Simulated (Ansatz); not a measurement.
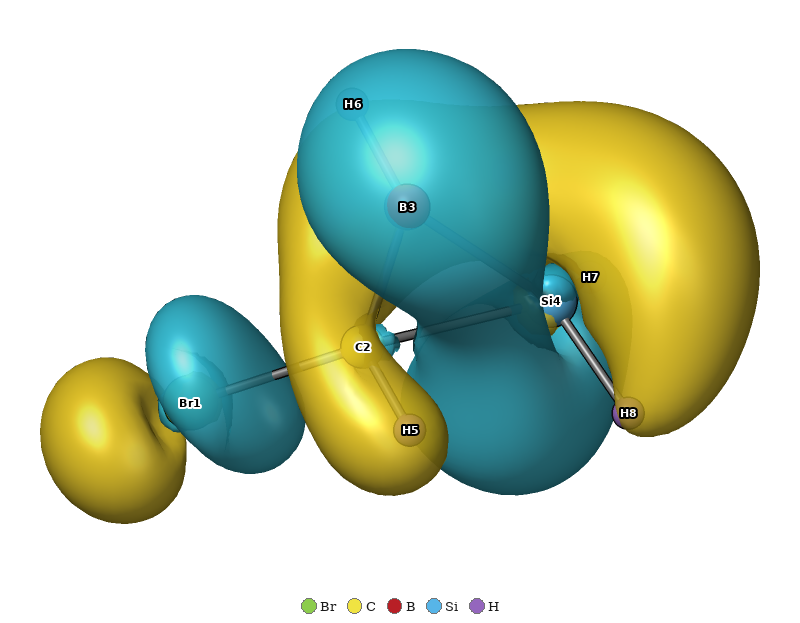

*CH4BBrSi (SMILES BrC1B[SiH2]1). The LUMO at ±0.08 Å⁻³ᐟ² (yellow and cyan are the two phases), seen at a tilt.*

Geometry: PBE0-D4/def2-TZVP.

These are results of RKS PBE0-D4/def2-TZVPP (Ansatz), not measurements.

```xyz
8

Br   -2.2103    1.1743   -0.8166
C    -0.9010    0.0237   -0.0286
B    -0.0339    0.3842    1.1052
Si    1.1123   -0.4578   -0.1649
H    -1.0977   -0.9944   -0.3622
H     0.0358    1.3560    1.7798
H     2.1745    0.2951   -0.8814
H     1.0123   -1.8383   -0.6872
```

Describe this orbital and give its energy.

Answer. It lies mainly on Si4 (about 35 %), B3 (about 35 %), Br1 (about 10 %) and C2 (about 10 %); π-antibonding (π*) across Si4–B3. Its energy is −2.02 eV.
